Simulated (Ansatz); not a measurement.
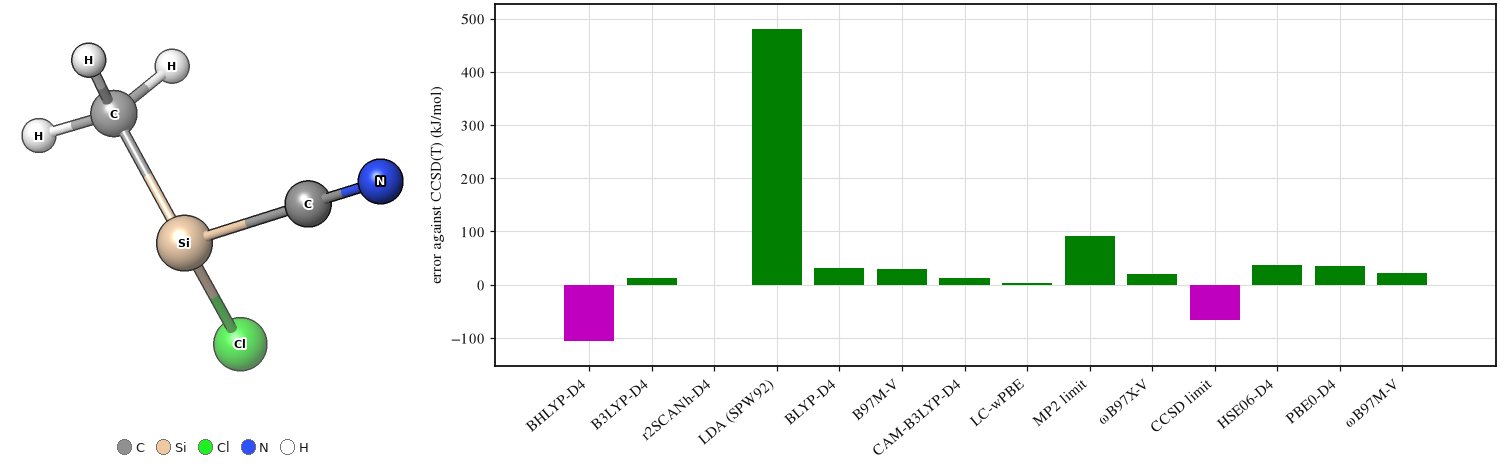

Error in the electronic atomisation energy (method less reference, so positive means overbinding) of C₂H₃ClNSi, SMILES C[Si](Cl)C#N, doublet: functionals in def2-TZVPP against frozen-core CCSD(T) at the limit (MP2 extrapolated from triple and quadruple zeta, plus CCSD(T) less MP2 in a smaller set), which gives 3157.6 kJ/mol, at a PBE0-D4/def2-TZVP geometry (a minimum by its frequencies), no zero-point or spin-orbit term, the Ansatz code. The reference leaves out core correlation, a term that grows with the number of heavy atoms. No dispersion term is added to LC-wPBE. Limit means the basis limit.

> What range do the values span?

From −106.4 kJ/mol (BHLYP-D4) to 480.8 kJ/mol (LDA (SPW92)).

> Which of these levels overbind, and which underbind?

Overbind: LDA (SPW92), BLYP-D4, B97M-V, MP2 limit, HSE06-D4 and PBE0-D4. Underbind: BHLYP-D4 and CCSD limit. Within 25 kJ/mol of zero, too close to call in view of what the reference leaves out: B3LYP-D4, r2SCANh-D4, CAM-B3LYP-D4, LC-wPBE, ωB97X-V and ωB97M-V.
